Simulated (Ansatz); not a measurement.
The starting structures come from a database of crystals and need not be the phases stable at ambient conditions.

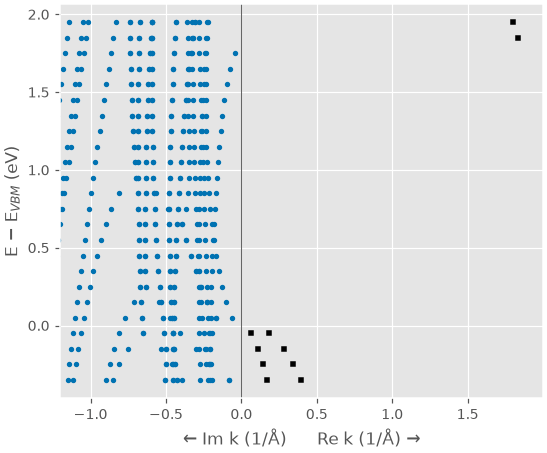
*Complex bands at the centre of the two-dimensional zone; Ansatz (a quantum-chemistry and plane-wave program) with r2SCAN*

No gap correction and no spin-orbit coupling; mid-gap values are interpolated between computed energies.

**Question.** This is Al4C3 (R-3m, not sure to be the ambient phase, 7 atoms a cell, 11.4 Å³ an atom) along the normal of (110). Read off the slowest decay at the centre of the two-dimensional zone at 0.85 eV, the computed energy nearest the middle of the gap.

**Answer.** κ ≈ 0.17 1/Å, a decay length 1/(2κ) of the density of 2.9 Å.
